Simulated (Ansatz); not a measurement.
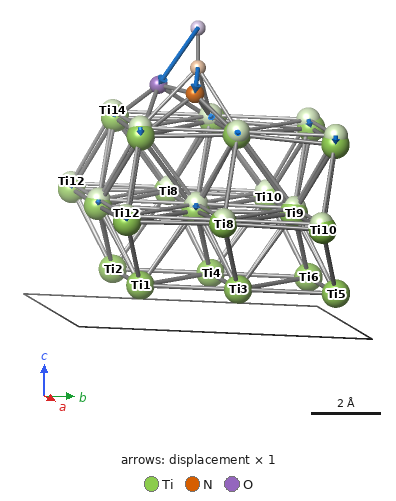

This is a constrained relaxation of a slab of composition Ti18NO. The starting structure is drawn faded, the final one solid; blue arrows show the displacements, at their true length.

A ball-and-stick model of the cell of the calculation, outlined in the plane, without the vacuum (origin shifted), seen slightly off an axis.

It is NO on Ti(0001), set down by a guess. The run prepares an end point of a later path (molecule hop) calculation, from a guessed geometry. 6 atoms are held fixed.

Method: DFT PBE, scalar-relativistic, plane waves, PAW (Ansatz 0.2.0).

Input file:
```yaml
crystal:
  lattice:
    - [5.9, 0.0, 0.0]
    - [4.425, 7.664325, 0.0]
    - [0.0, 0.0, 16.6846]
  atoms:
    - { symbol: Ti, position: [0.0, 0.0, 0.0599355] }
    - { symbol: Ti, position: [0.5, 0.0, 0.0599355] }
    - { symbol: Ti, position: [0.0, 0.3333333, 0.0599355] }
    - { symbol: Ti, position: [0.5, 0.3333333, 0.0599355] }
    - { symbol: Ti, position: [0.0, 0.6666667, 0.0599355] }
    - { symbol: Ti, position: [0.5, 0.6666667, 0.0599355] }
    - { symbol: Ti, position: [-0.1666667, 0.2222222, 0.2003225] }
    - { symbol: Ti, position: [0.3333333, 0.2222222, 0.2003225] }
    - { symbol: Ti, position: [-0.1666667, 0.5555556, 0.2003225] }
    - { symbol: Ti, position: [0.3333333, 0.5555556, 0.2003225] }
    - { symbol: Ti, position: [-0.1666667, 0.8888889, 0.2003225] }
    - { symbol: Ti, position: [0.3333333, 0.8888889, 0.2003225] }
    - { symbol: Ti, position: [0.0, 0.0, 0.3407094] }
    - { symbol: Ti, position: [0.5, 0.0, 0.3407094] }
    - { symbol: Ti, position: [0.0, 0.3333333, 0.3407094] }
    - { symbol: Ti, position: [0.5, 0.3333333, 0.3407094] }
    - { symbol: Ti, position: [0.0, 0.6666667, 0.3407094] }
    - { symbol: Ti, position: [0.5, 0.6666667, 0.3407094] }
    - { symbol: "N", position: [0.838514, 0.2267014, 0.4425998] }
    - { symbol: O, position: [0.838514, 0.2267014, 0.5133237] }
basis:
  ecutwfc: 420.0
kpoints:
  mp_grid: { grid: [3, 2, 1] }
hamiltonian:
  xc: pbe
scf:
  occupations: { method: gaussian, width: 0.1 }
  lower_state_search: "off"
relax:
  f_tol: 0.03
  max_steps: 60
  adjacent_minimum: "off"
  constraints: [{ sites: [0, 1, 2, 3, 4, 5] }]
```

Command:
```bash
ansatz run input.yaml --threads 4 --pin off --max-ram 10240MiB --backend cpu --events-out ev --progress --plain --runs-dir out
```

Atoms of which element are displaced furthest, and by how much?

Answer. Oxygen: up to 2.46 Å, against 0.81 Å for nitrogen.

Describe the change and its energy.

Answer. O20 moves most: 2.46 Å at 40° to the normal (−c side). Largest moves by element: O 2.46 Å, N 0.81 Å, Ti 0.27 Å. The lattice vectors keep their values. Among the contacts that change: Ti14–O20 4.507 → 2.096 Å, Ti16–O20 3.360 → 2.109 Å, Ti13–O20 3.364 → 2.119 Å, Ti15–N19 2.364 → 1.953 Å. New bonds form, among them: Ti13–O20 (3.36 → 2.12 Å), Ti14–O20 (4.51 → 2.10 Å), Ti16–O20 (3.36 → 2.11 Å). Bond angles that change, for instance: Ti16–N19–O20 134.5° → 71.1°, Ti13–N19–O20 134.4° → 71.8°, Ti13–N19–Ti16 74.8° → 99.7°. The energy falls by 3.199 eV per cell of the calculation in 17 geometry steps. The largest force component goes from 4.5 to 0.025 eV/Å. Cost: 89 s on 4 threads of Intel(R) Xeon(R) 6975P-C (Granite Rapids), on a shared host, peak memory 2.2 GiB.

Limits of the set-up: the cell has an odd number of electrons but was run without spin polarisation; the periodic images lie only 5.9 Å apart, so the values are limited by the cell's size.
